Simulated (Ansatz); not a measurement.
**CH₃Cl + SiH₃ radical: a complex and its separated parts**

The complex below is one end of an elementary step. How strongly is it bound against its free parts?

Method: PBE0-D4/def2-TZVP structures, single points in def2-TZVPP, no counterpoise correction; program: Ansatz 0.2.0, Gaussian basis.

Levels: SPW92, PBE-D4, BLYP-D4, r2SCAN-D4, B97M-V, PBE0-D4, B3LYP-D4, r2SCAN0-D4, BHLYP-D4, CAM-B3LYP-D4, wB97X-V, wB97M-V, B2PLYP, PBE-QIDH, RPA on PBE, Hartree-Fock, MP2, CCSD, CCSD(T).

Correlated methods freeze the cores. Orbitals are unrestricted. B3LYP uses VWN-RPA correlation. B2PLYP carries no dispersion term here.

94 further runs of the same task are left out: 94 set aside as unsound or not needed.

### Step 1. Where the work starts

The complex: 9 atoms, charge 0, spin multiplicity 2.

Atoms are counted from 1 here; the program's logs count them from 0.

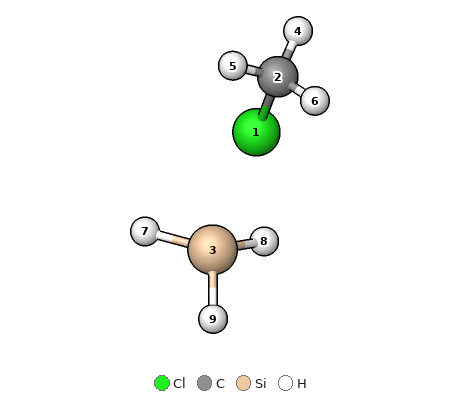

The starting geometry (chlorine green, carbon grey, silicon light orange, hydrogen white); atoms are numbered from 1 in the order of the file.

Coordinates:

```
Cl    0.0358    0.0612    0.9139
C     0.1033    0.2089    2.6818
Si   -0.1090   -0.2230   -2.8294
H    -0.8128    0.6833    3.0258
H     0.1969   -0.7863    3.1101
H     0.9654    0.8164    2.9467
H    -0.8770   -1.4480   -3.1737
H    -0.7890    0.9954   -3.3415
H     1.2864   -0.3079   -3.3338
```

Its parts: CH₃Cl holds atoms 1, 2, 4, 5, 6; SiH₃ radical holds atoms 3, 7, 8, 9. Each part counts its atoms afresh in its own runs.

### Step 2. Relaxing CH₃Cl alone

File relax-a/in.yaml:

```yaml
crystal:
  periodic: [false, false, false]
  atoms:
    - {symbol: Cl, position_ang: [0.035779, 0.061154, 0.913918]}
    - {symbol: C, position_ang: [0.103286, 0.208896, 2.681813]}
    - {symbol: H, position_ang: [-0.812825, 0.683253, 3.025767]}
    - {symbol: H, position_ang: [0.196858, -0.786311, 3.110068]}
    - {symbol: H, position_ang: [0.965425, 0.816440, 2.946739]}
basis:
  gaussian: {orbitals: def2-TZVP}
hamiltonian: {xc: pbe0, dispersion: d4}
relax: {f_tol: 0.005, max_steps: 200}
```

Launch:

```console
ansatz run in.yaml --threads 4 --pin off --events-out ev --progress --plain --max-ram 9574MiB
```

The program printed (excerpt; [...] marks lines left out):

```text
Functional definition: PBE0
  name "PBE0"
  cite "Adamo & Barone, J. Chem. Phys. 110, 6158 (1999) doi:10.1063/1.478522"
  cite "Perdew, Burke & Ernzerhof, Phys. Rev. Lett. 77, 3865 (1996) doi:10.1103/PhysRevLett.77.3865"
  parent pbe
[...]
580 factors; their error is unknown
[...]
mean field -13603.92457200 eV, -499.9350069496 hartree, gradient 5.9e-5 eV, S^2 0.000000; 0 other end points of the search recorded, 0 dependent functions left out
[...]
reference -13603.92459302 eV, -499.9350077222 hartree; 13, 13 occupied and 73, 73 virtual orbitals, 580 factors
[...]
reference -13603.92464264 eV, -499.9350095457 hartree; 13, 13 occupied and 73, 73 virtual orbitals, 580 factors
Total energy: -13603.96568998 eV, -499.9365180076 hartree
Atom 0 at     0.035839     0.061268     0.915464 Å, force     0.000002     0.000006     0.000046 eV/Å
Atom 1 at     0.103257     0.208840     2.681064 Å, force     0.000002    -0.000015     0.000028 eV/Å
Atom 2 at    -0.812687     0.683161     3.025512 Å, force    -0.000060     0.000025    -0.000024 eV/Å
Atom 3 at     0.196834    -0.786163     3.109770 Å, force     0.000003    -0.000050    -0.000022 eV/Å
Atom 4 at     0.965281     0.816326     2.946496 Å, force     0.000053     0.000034    -0.000029 eV/Å
Dipole moment:     0.015186     0.033242     0.397727 e Å
```

It took 2.3 s on 4 threads of Arm Neoverse V1, shared host.

Step by step:

| step | energy from step 1 (eV) | largest force component (eV/Å) |
| --- | --- | --- |
| 1 | 0.0000 | 0.0485 |
| 2 | 0.0000 | 0.0286 |
| 3 | 0.0000 | 0.0193 |
| 4 | -0.0001 | 0.0001 |

Close pairs (by a distance rule), those that changed most:

| bond | before (Å) | after (Å) | change (Å) |
| --- | --- | --- | --- |
| Cl1–C2 | 1.775 | 1.773 | -0.002 |
| C2–H4 | 1.087 | 1.087 | -0.000 |
| C2–H5 | 1.087 | 1.087 | -0.000 |
| C2–H3 | 1.087 | 1.087 | -0.000 |

### Step 3. Relaxing SiH₃ radical alone

File relax-b/in.yaml:

```yaml
crystal:
  periodic: [false, false, false]
  atoms:
    - {symbol: Si, position_ang: [-0.109046, -0.222956, -2.829404]}
    - {symbol: H, position_ang: [-0.876985, -1.447991, -3.173706]}
    - {symbol: H, position_ang: [-0.789022, 0.995373, -3.341505]}
    - {symbol: H, position_ang: [1.286429, -0.307859, -3.333790]}
basis:
  gaussian: {orbitals: def2-TZVP}
magnetization: {spin_polarized: true, initial_magnetization: 1}
hamiltonian: {xc: pbe0, dispersion: d4}
relax: {f_tol: 0.005, max_steps: 200}
```

Launch:

```console
ansatz run in.yaml --threads 4 --pin off --events-out ev --progress --plain --max-ram 9574MiB
```

The program printed (excerpt; [...] marks lines left out):

```text
[... 5 set-up lines as earlier in the session ...]
[...]
400 factors; their error is unknown
[...]
mean field -7921.47168626 eV, -291.1087151037 hartree, gradient 2.1e-5 eV, S^2 0.752976; 0 other end points of the search recorded, 0 dependent functions left out
[...]
Total energy: -7921.49978600 eV, -291.1097477502 hartree
Atom 0 at    -0.109185    -0.223207    -2.832992 Å, force     0.000026    -0.000013     0.000627 eV/Å
Atom 1 at    -0.877716    -1.449138    -3.172395 Å, force     0.002283     0.003627    -0.000531 eV/Å
Atom 2 at    -0.789649     0.996735    -3.340371 Å, force     0.001974    -0.003759    -0.000043 eV/Å
Atom 3 at     1.287926    -0.307823    -3.332647 Å, force    -0.004283     0.000144    -0.000053 eV/Å
Dipole moment:     0.000248     0.000434     0.006446 e Å
```

Wall time 0.9 s (4 threads of Arm Neoverse V1, shared host).

Along the way:

| step | energy from step 1 (eV) | largest force component (eV/Å) |
| --- | --- | --- |
| 1 | 0.0000 | 0.0248 |
| 2 | -0.0001 | 0.0043 |

Close pairs (by a distance rule), those that changed most:

| bond | before (Å) | after (Å) | change (Å) |
| --- | --- | --- | --- |
| Si1–H2 | 1.486 | 1.486 | -0.000 |
| Si1–H4 | 1.486 | 1.486 | -0.000 |
| Si1–H3 | 1.486 | 1.486 | -0.000 |

### Step 4. SPW92/def2-TZVPP

File parta/in.yaml:

```yaml
crystal:
  periodic: [false, false, false]
  atoms:
    - {symbol: Cl, position_ang: [0.035839, 0.061268, 0.915464]}
    - {symbol: C, position_ang: [0.103257, 0.208840, 2.681064]}
    - {symbol: H, position_ang: [-0.812687, 0.683161, 3.025512]}
    - {symbol: H, position_ang: [0.196834, -0.786163, 3.109770]}
    - {symbol: H, position_ang: [0.965281, 0.816326, 2.946496]}
basis:
  gaussian: {orbitals: def2-TZVPP}
hamiltonian: {xc: lda}
```

File partb/in.yaml:

```yaml
crystal:
  periodic: [false, false, false]
  atoms:
    - {symbol: Si, position_ang: [-0.109185, -0.223207, -2.832992]}
    - {symbol: H, position_ang: [-0.877716, -1.449138, -3.172395]}
    - {symbol: H, position_ang: [-0.789649, 0.996735, -3.340371]}
    - {symbol: H, position_ang: [1.287926, -0.307823, -3.332647]}
basis:
  gaussian: {orbitals: def2-TZVPP}
magnetization: {spin_polarized: true, initial_magnetization: 1}
hamiltonian: {xc: lda}
```

One command serves all of them, each in its own folder.

Launch:

```console
ansatz run in.yaml --threads 4 --pin off --events-out ev --progress --plain --max-ram 9574MiB
```

Output in parta (excerpt; [...] marks lines left out):

```text
Functional definition: SPW92
  name "SPW92"
  cite "Dirac, Proc. Camb. Phil. Soc. 26, 376 (1930) doi:10.1017/S0305004100016108"
  cite "Slater, Phys. Rev. 81, 385 (1951) doi:10.1103/PhysRev.81.385"
  cite "Perdew & Wang, Phys. Rev. B 45, 13244 (1992) doi:10.1103/PhysRevB.45.13244"
[...]
651 factors; their error is unknown
[...]
mean field -13558.26355532 eV, -498.2569955368 hartree, gradient 5.4e-5 eV, S^2 0.000000; 0 other end points of the search recorded, 0 dependent functions left out
reference -13558.26358227 eV, -498.2569965273 hartree; 13, 13 occupied and 102, 102 virtual orbitals, 651 factors
Total energy: -13558.26358227 eV, -498.2569965273 hartree
```

Output in partb (excerpt; [...] marks lines left out):

```text
[... 5 set-up lines as earlier in the session ...]
[...]
465 factors; their error is unknown
[...]
mean field -7892.14788231 eV, -290.0310851849 hartree, gradient 4.9e-6 eV, S^2 0.751579; 0 other end points of the search recorded, 0 dependent functions left out
reference -7892.14791274 eV, -290.0310863031 hartree; 9, 8 occupied and 75, 76 virtual orbitals, 465 factors
Total energy: -7892.14791274 eV, -290.0310863031 hartree
```

They took 0.3 s (parta), 0.25 s (partb) on 4 threads of Arm Neoverse V1, shared host.

### Step 5. PBE-D4/def2-TZVPP

The same edit goes into each in.yaml of step 4 (parta, partb):

```diff
-hamiltonian: {xc: lda}
+hamiltonian: {xc: pbe, dispersion: d4}
```

One command serves all of them, each in its own folder.

Launch:

```console
ansatz run in.yaml --threads 4 --pin off --events-out ev --progress --plain --max-ram 9574MiB
```

parta printed (excerpt; [...] marks lines left out):

```text
Functional definition: PBE
  name "PBE"
[... 2 set-up lines as earlier in the session ...]
[...]
651 factors; their error is unknown
[...]
mean field -13602.72217561 eV, -499.8908196973 hartree, gradient 6.6e-5 eV, S^2 0.000000; 0 other end points of the search recorded, 0 dependent functions left out
reference -13602.72220475 eV, -499.8908207683 hartree; 13, 13 occupied and 102, 102 virtual orbitals, 651 factors
Total energy: -13602.77248713 eV, -499.8926686117 hartree
```

partb printed (excerpt; [...] marks lines left out):

```text
[... 4 set-up lines as earlier in the session ...]
[...]
465 factors; their error is unknown
[...]
mean field -7920.60657212 eV, -291.0769227455 hartree, gradient 7.5e-5 eV, S^2 0.752842; 0 other end points of the search recorded, 0 dependent functions left out
reference -7920.60660694 eV, -291.0769240251 hartree; 9, 8 occupied and 75, 76 virtual orbitals, 465 factors
Total energy: -7920.64093016 eV, -291.0781853801 hartree
```

Wall times: 0.45 s (parta), 0.4 s (partb) on 4 threads of Arm Neoverse V1, shared host.

### Step 6. BLYP-D4/def2-TZVPP

Each input of step 5 (parta, partb) changes in the same lines:

```diff
-hamiltonian: {xc: pbe, dispersion: d4}
+hamiltonian: {xc: {name: BLYP}, dispersion: d4}
```

Each run has its own folder and the same command.

Launch:

```console
ansatz run in.yaml --threads 4 --pin off --events-out ev --progress --plain --max-ram 9574MiB
```

Output in parta (excerpt; [...] marks lines left out):

```text
Functional definition: BLYP
  name "BLYP"
  cite "Becke, Phys. Rev. A 38, 3098 (1988) doi:10.1103/PhysRevA.38.3098"
  cite "Lee, Yang & Parr, Phys. Rev. B 37, 785 (1988) doi:10.1103/PhysRevB.37.785"
[...]
651 factors; their error is unknown
[...]
mean field -13608.70138639 eV, -500.1105516409 hartree, gradient 6.1e-5 eV, S^2 0.000000; 0 other end points of the search recorded, 0 dependent functions left out
reference -13608.70166178 eV, -500.1105617611 hartree; 13, 13 occupied and 102, 102 virtual orbitals, 651 factors
Total energy: -13608.81954703 eV, -500.1148939642 hartree
```

Log of partb (excerpt; [...] marks lines left out):

```text
[... 4 set-up lines as earlier in the session ...]
[...]
465 factors; their error is unknown
[...]
mean field -7924.73085483 eV, -291.2284873394 hartree, gradient 7.4e-5 eV, S^2 0.751792; 0 other end points of the search recorded, 0 dependent functions left out
reference -7924.73112575 eV, -291.2284972958 hartree; 9, 8 occupied and 75, 76 virtual orbitals, 465 factors
Total energy: -7924.81108764 eV, -291.2314358407 hartree
```

Wall times: 0.45 s (parta), 0.4 s (partb) on 4 threads of Arm Neoverse V1, shared host.

### Step 7. r2SCAN-D4/def2-TZVPP

The same edit goes into each in.yaml of step 6 (parta, partb):

```diff
-hamiltonian: {xc: {name: BLYP}, dispersion: d4}
+hamiltonian: {xc: r2scan, dispersion: d4}
```

Each run has its own folder and the same command.

Launch:

```console
ansatz run in.yaml --threads 4 --pin off --events-out ev --progress --plain --max-ram 9574MiB
```

Log of parta (excerpt; [...] marks lines left out):

```text
Functional definition: r2SCAN
  name "r2SCAN"
  cite "Furness, Kaplan, Ning, Perdew & Sun, J. Phys. Chem. Lett. 11, 8208 (2020) doi:10.1021/acs.jpclett.0c02405"
  cite "Furness, Kaplan, Ning, Perdew & Sun, J. Phys. Chem. Lett. 11, 9248 (2020) doi:10.1021/acs.jpclett.0c03077"
  parent r2scan
[...]
651 factors; their error is unknown
[...]
mean field -13607.86637490 eV, -500.0798655345 hartree, gradient 2.5e-5 eV, S^2 0.000000; 0 other end points of the search recorded, 0 dependent functions left out
reference -13607.86638283 eV, -500.0798658260 hartree; 13, 13 occupied and 102, 102 virtual orbitals, 651 factors
Total energy: -13607.87766938 eV, -500.0802805990 hartree
```

partb printed (excerpt; [...] marks lines left out):

```text
[... 5 set-up lines as earlier in the session ...]
[...]
465 factors; their error is unknown
[...]
mean field -7924.16092133 eV, -291.2075426696 hartree, gradient 2.4e-5 eV, S^2 0.755288; 0 other end points of the search recorded, 0 dependent functions left out
reference -7924.16093397 eV, -291.2075431343 hartree; 9, 8 occupied and 75, 76 virtual orbitals, 465 factors
Total energy: -7924.16853143 eV, -291.2078223358 hartree
```

Times: 1.1 s (parta), 0.95 s (partb) on 4 threads of Arm Neoverse V1, shared host.

### Step 8. B97M-V/def2-TZVPP

The same edit goes into each in.yaml of step 7 (parta, partb):

```diff
-hamiltonian: {xc: r2scan, dispersion: d4}
+hamiltonian: {xc: {name: B97M-V}}
```

Each run has its own folder and the same command.

Launch:

```console
ansatz run in.yaml --threads 4 --pin off --events-out ev --progress --plain --max-ram 9574MiB
```

Output in parta (excerpt; [...] marks lines left out):

```text
Functional definition: B97M-V
  name "B97M-V"
  cite "Mardirossian & Head-Gordon, J. Chem. Phys. 142, 074111 (2015) doi:10.1063/1.4907719"
  cite "Becke, J. Chem. Phys. 107, 8554 (1997) doi:10.1063/1.475007"
  cite "Vydrov & Van Voorhis, J. Chem. Phys. 133, 244103 (2010) doi:10.1063/1.3521275"
  # Of w^i u^j: cxij and so on, Table III.
[...]
  gx(w, u) = cx00 + cx01*u + cx02*u^2 + (cx10 + cx11*u)*w
[...]
  gos(w, u) = cos00 + cos01*u + cos03*u^3 + cos10*w + cos32*w^3*u^2
[...]
      + integral(e_c_pw_mod_opposite_spin*gos(b97_w_opposite, b97_u_opposite)) + vv10(b, c)
651 factors; their error is unknown
[...]
mean field -13606.16999707 eV, -500.0175247989 hartree, gradient 5.3e-5 eV, S^2 0.000000; 0 other end points of the search recorded, 0 dependent functions left out
reference -13606.17003783 eV, -500.0175262970 hartree; 13, 13 occupied and 102, 102 virtual orbitals, 651 factors
Total energy: -13606.17003783 eV, -500.0175262970 hartree
```

Log of partb (excerpt; [...] marks lines left out):

```text
[... 5 set-up lines as earlier in the session ...]
  # Of w^i u^j: cxij and so on, Table III.
[...]
  gx(w, u) = cx00 + cx01*u + cx02*u^2 + (cx10 + cx11*u)*w
[...]
  gos(w, u) = cos00 + cos01*u + cos03*u^3 + cos10*w + cos32*w^3*u^2
[...]
      + integral(e_c_pw_mod_opposite_spin*gos(b97_w_opposite, b97_u_opposite)) + vv10(b, c)
465 factors; their error is unknown
[...]
mean field -7922.83467016 eV, -291.1588038382 hartree, gradient 4.1e-5 eV, S^2 0.753688; 0 other end points of the search recorded, 0 dependent functions left out
reference -7922.83472077 eV, -291.1588056982 hartree; 9, 8 occupied and 75, 76 virtual orbitals, 465 factors
Total energy: -7922.83472077 eV, -291.1588056982 hartree
```

They took 1.7 s (parta), 1.3 s (partb) on 4 threads of Arm Neoverse V1, shared host.

### Step 9. PBE0-D4/def2-TZVPP

Each input of step 8 (parta, partb) changes in the same lines:

```diff
-hamiltonian: {xc: {name: B97M-V}}
+hamiltonian: {xc: pbe0, dispersion: d4}
+output: {orbitals: {seedname: orbitals}}
```

The same command starts each run, in its folder.

Launch:

```console
ansatz run in.yaml --threads 4 --pin off --events-out ev --progress --plain --max-ram 9574MiB
```

parta printed (excerpt; [...] marks lines left out):

```text
[... 5 set-up lines as earlier in the session ...]
[...]
682 factors; their error is unknown
[...]
mean field -13603.95499444 eV, -499.9361249537 hartree, gradient 3.4e-5 eV, S^2 0.000000; 0 other end points of the search recorded, 0 dependent functions left out
reference -13603.95501585 eV, -499.9361257406 hartree; 13, 13 occupied and 102, 102 virtual orbitals, 682 factors
Total energy: -13603.99606319 eV, -499.9376342025 hartree
```

Output in partb (excerpt; [...] marks lines left out):

```text
[... 5 set-up lines as earlier in the session ...]
[...]
468 factors; their error is unknown
[...]
mean field -7921.48682139 eV, -291.1092713095 hartree, gradient 2.9e-5 eV, S^2 0.753057; 0 other end points of the search recorded, 0 dependent functions left out
reference -7921.48684772 eV, -291.1092722769 hartree; 9, 8 occupied and 75, 76 virtual orbitals, 468 factors
Total energy: -7921.51486750 eV, -291.1103019849 hartree
```

Times: 0.5 s (parta), 0.45 s (partb) on 4 threads of Arm Neoverse V1, shared host.

### Step 10. B3LYP-D4/def2-TZVPP

Each input of step 9 (parta, partb) changes in the same lines:

```diff
-hamiltonian: {xc: pbe0, dispersion: d4}
-output: {orbitals: {seedname: orbitals}}
+hamiltonian: {xc: {name: B3LYP}, dispersion: d4}
```

Each run has its own folder and the same command.

Launch:

```console
ansatz run in.yaml --threads 4 --pin off --events-out ev --progress --plain --max-ram 9574MiB
```

Log of parta (excerpt; [...] marks lines left out):

```text
Functional definition: B3LYP
  name "B3LYP"
  cite "Stephens, Devlin, Chabalowski & Frisch, J. Phys. Chem. 98, 11623 (1994) doi:10.1021/j100096a001"
[... 2 set-up lines as earlier in the session ...]
  cite "Vosko, Wilk & Nusair, Can. J. Phys. 58, 1200 (1980) doi:10.1139/p80-159"
[...]
670 factors; their error is unknown
[...]
mean field -13610.00952450 eV, -500.1586248295 hartree, gradient 4.6e-5 eV, S^2 0.000000; 0 other end points of the search recorded, 0 dependent functions left out
reference -13610.00972625 eV, -500.1586322436 hartree; 13, 13 occupied and 102, 102 virtual orbitals, 670 factors
Total energy: -13610.09154590 eV, -500.1616390603 hartree
```

Output in partb (excerpt; [...] marks lines left out):

```text
[... 6 set-up lines as earlier in the session ...]
[...]
468 factors; their error is unknown
[...]
mean field -7925.67552293 eV, -291.2632032520 hartree, gradient 7.3e-5 eV, S^2 0.751954; 0 other end points of the search recorded, 0 dependent functions left out
reference -7925.67572579 eV, -291.2632107067 hartree; 9, 8 occupied and 75, 76 virtual orbitals, 468 factors
Total energy: -7925.73167992 eV, -291.2652669830 hartree
```

Wall times: 0.55 s (parta), 0.4 s (partb) on 4 threads of Arm Neoverse V1, shared host.

### Step 11. r2SCAN0-D4/def2-TZVPP

Each input of step 10 (parta, partb) changes in the same lines:

```diff
-hamiltonian: {xc: {name: B3LYP}, dispersion: d4}
+hamiltonian: {xc: {name: r2SCAN0}, dispersion: d4}
```

The same command starts each run, in its folder.

Launch:

```console
ansatz run in.yaml --threads 4 --pin off --events-out ev --progress --plain --max-ram 9574MiB
```

Output in parta (excerpt; [...] marks lines left out):

```text
Functional definition: r2SCAN0
  name "r2SCAN0"
  cite "Bursch, Neugebauer, Ehlert & Grimme, J. Chem. Phys. 156, 134105 (2022) doi:10.1063/5.0086040"
[... 3 set-up lines as earlier in the session ...]
[...]
682 factors; their error is unknown
[...]
mean field -13607.70356120 eV, -500.0738822415 hartree, gradient 5.8e-5 eV, S^2 0.000000; 0 other end points of the search recorded, 0 dependent functions left out
reference -13607.70356751 eV, -500.0738824734 hartree; 13, 13 occupied and 102, 102 virtual orbitals, 682 factors
Total energy: -13607.71664394 eV, -500.0743630231 hartree
```

partb printed (excerpt; [...] marks lines left out):

```text
[... 6 set-up lines as earlier in the session ...]
[...]
468 factors; their error is unknown
[...]
mean field -7924.07961329 eV, -291.2045546543 hartree, gradient 4.7e-5 eV, S^2 0.754667; 0 other end points of the search recorded, 0 dependent functions left out
reference -7924.07962323 eV, -291.2045550196 hartree; 9, 8 occupied and 75, 76 virtual orbitals, 468 factors
Total energy: -7924.08847992 eV, -291.2048804969 hartree
```

They took 1.1 s (parta), 0.95 s (partb) on 4 threads of Arm Neoverse V1, shared host.

### Step 12. BHLYP-D4/def2-TZVPP

The same edit goes into each in.yaml of step 11 (parta, partb):

```diff
-hamiltonian: {xc: {name: r2SCAN0}, dispersion: d4}
+hamiltonian: {xc: {name: BHLYP}, dispersion: d4}
```

One command serves all of them, each in its own folder.

Launch:

```console
ansatz run in.yaml --threads 4 --pin off --events-out ev --progress --plain --max-ram 9574MiB
```

Output in parta (excerpt; [...] marks lines left out):

```text
Functional definition: BHLYP
  name "BHLYP"
  cite "Becke, J. Chem. Phys. 98, 1372 (1993) doi:10.1063/1.464304"
[... 2 set-up lines as earlier in the session ...]
[...]
742 factors; their error is unknown
[...]
mean field -13608.72324833 eV, -500.1113550520 hartree, gradient 3.9e-5 eV, S^2 0.000000; 0 other end points of the search recorded, 0 dependent functions left out
reference -13608.72338392 eV, -500.1113600349 hartree; 13, 13 occupied and 102, 102 virtual orbitals, 742 factors
Total energy: -13608.77979575 eV, -500.1134331315 hartree
```

Output in partb (excerpt; [...] marks lines left out):

```text
[... 5 set-up lines as earlier in the session ...]
[...]
487 factors; their error is unknown
[...]
mean field -7924.93191917 eV, -291.2358763178 hartree, gradient 6.2e-5 eV, S^2 0.752288; 0 other end points of the search recorded, 0 dependent functions left out
reference -7924.93205641 eV, -291.2358813613 hartree; 9, 8 occupied and 75, 76 virtual orbitals, 487 factors
Total energy: -7924.97144128 eV, -291.2373287285 hartree
```

Times: 0.5 s (parta), 0.45 s (partb) on 4 threads of Arm Neoverse V1, shared host.

[end of part 1 of 2]
